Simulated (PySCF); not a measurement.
C$_{5}$H$_{8}$F$_{2}$O (SMILES CC(F)(F)OC1CC1)

```json
{"atom": "C", "x (Å)": "-2.5501", "y (Å)": "-0.3681", "z (Å)": "-0.3008"}
{"atom": "C", "x (Å)": "-1.2587", "y (Å)": "0.3931", "z (Å)": "-0.2263"}
{"atom": "F", "x (Å)": "-0.8956", "y (Å)": "0.8269", "z (Å)": "-1.4625"}
{"atom": "F", "x (Å)": "-1.4194", "y (Å)": "1.5258", "z (Å)": "0.5097"}
{"atom": "O", "x (Å)": "-0.2844", "y (Å)": "-0.3822", "z (Å)": "0.3135"}
{"atom": "C", "x (Å)": "0.9569", "y (Å)": "0.2329", "z (Å)": "0.5337"}
{"atom": "C", "x (Å)": "2.1259", "y (Å)": "-0.6851", "z (Å)": "0.5496"}
{"atom": "C", "x (Å)": "1.9474", "y (Å)": "0.2876", "z (Å)": "-0.5842"}
{"atom": "H", "x (Å)": "-3.3224", "y (Å)": "0.2730", "z (Å)": "-0.7437"}
{"atom": "H", "x (Å)": "-2.4120", "y (Å)": "-1.2621", "z (Å)": "-0.9213"}
{"atom": "H", "x (Å)": "-2.8543", "y (Å)": "-0.6707", "z (Å)": "0.7088"}
{"atom": "H", "x (Å)": "0.9127", "y (Å)": "1.0604", "z (Å)": "1.2482"}
{"atom": "H", "x (Å)": "1.9114", "y (Å)": "-1.7368", "z (Å)": "0.3444"}
{"atom": "H", "x (Å)": "2.9109", "y (Å)": "-0.5105", "z (Å)": "1.2891"}
{"atom": "H", "x (Å)": "2.6019", "y (Å)": "1.1605", "z (Å)": "-0.6477"}
{"atom": "H", "x (Å)": "1.6215", "y (Å)": "-0.1127", "z (Å)": "-1.5461"}
```

Geometry: PBE0-D3(BJ)/def2-SVP.

These are results of PySCF, CAM-B3LYP/def2-SVPD, SCF density, gas phase, not measurements.

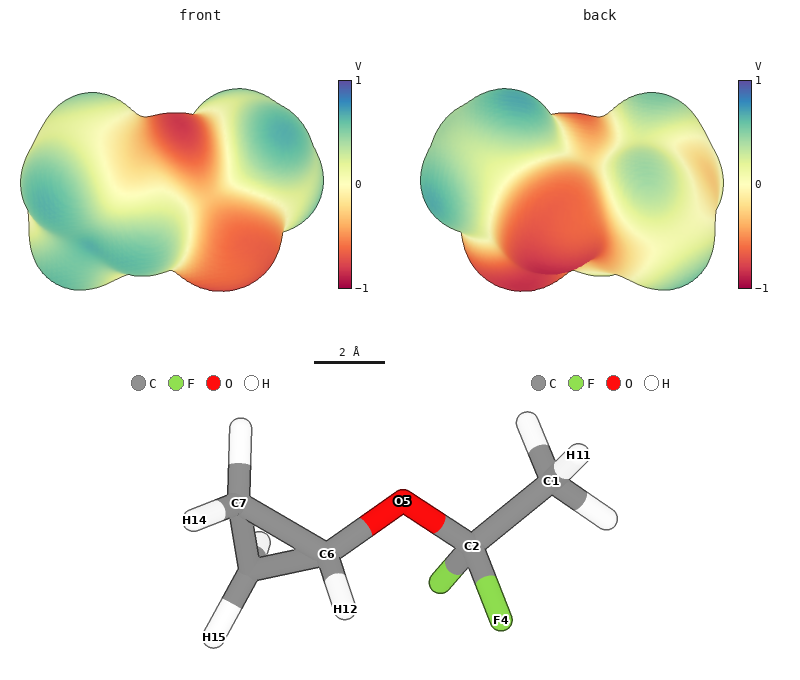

Figure 1. The molecular electrostatic potential painted on the density surface at 0.001 e/bohr³, seen from the front and from behind; red is negative and blue positive. The bare structure is drawn below in the same view.

Describe the electrostatic potential map.

Answer. The most negative region (about −0.8 V, or −18 kcal/mol for a unit charge) lies over F3, F4 and O5, the most positive (about +0.7 V, or +16 kcal/mol for a unit charge) over the C and H atoms.

How polar is the molecule by this calculation?

Answer. Its dipole moment is 1.06 D.

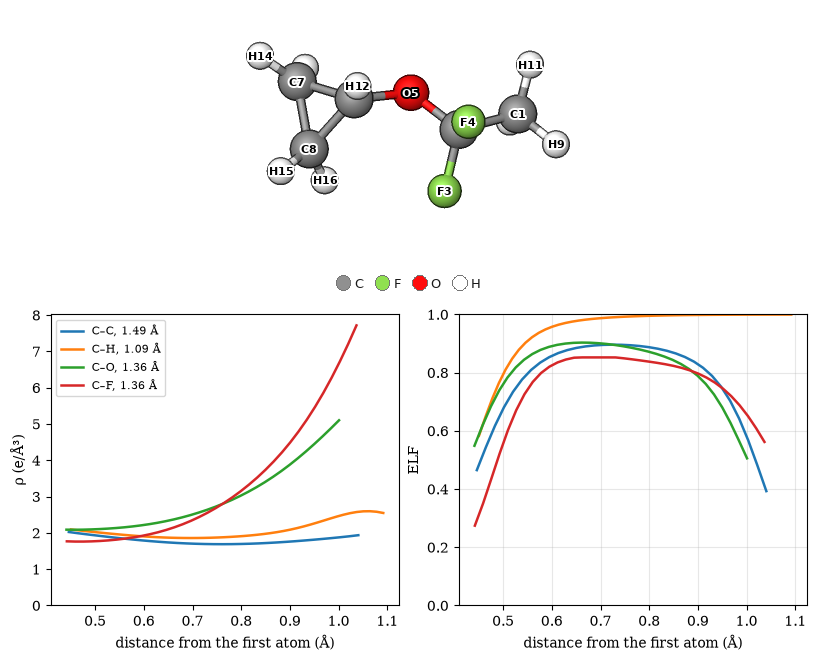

Figure 2. Total electron density and ELF along straight lines between neighbouring atoms. The curves leave out the atomic cores. The structure is drawn too.

Compare the contacts.

Answer. C–C (1.49 Å): ρ is about 1.7 e/Å³ halfway; the ELF peaks at about 0.90 between the atoms; a shared electron pair.
C–H (1.09 Å): the density is about 2 e/Å³ at the midpoint; the ELF climbs to about 1 towards the hydrogen, as it does in any bond to H (an ordinary covalent bond to hydrogen).
C–O (1.36 Å): ρ is about 2.4 e/Å³ halfway, with its minimum of 2.1 e/Å³ about 0.5 Å from C; the ELF peaks at about 0.90 between the atoms, as expected for a polar covalent bond.
C–F (1.36 Å): the density is about 2.2 e/Å³ at the midpoint, with its minimum of 1.8 e/Å³ about 0.5 Å from C; the ELF peaks at about 0.85 between the atoms; a polar covalent bond.
